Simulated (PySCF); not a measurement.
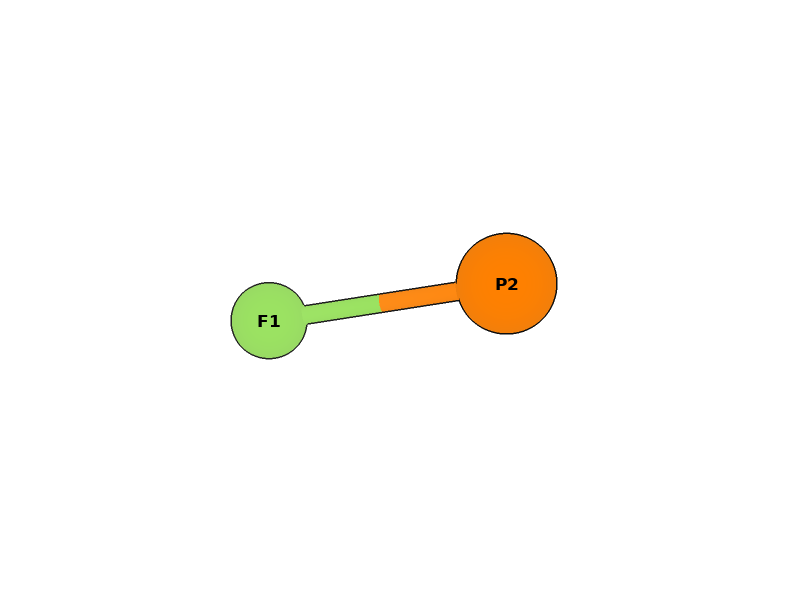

Charge 0, triplet. The geometry was computed by an optimisation with PBE0-D3(BJ)/def2-SVP. No frequency run is at hand to confirm it as a minimum. Properties computed with UKS PBE, IGLO-III on F P, non-relativistic (PySCF 2.14.0).

Give the isotropic hyperfine couplings (Fermi-contact term alone) of F1, P2.

```json
{"atom": "F1", "isotope": "19F", "a_iso (MHz)": "42.5"}
{"atom": "P2", "isotope": "31P", "a_iso (MHz)": "−31.6"}
```
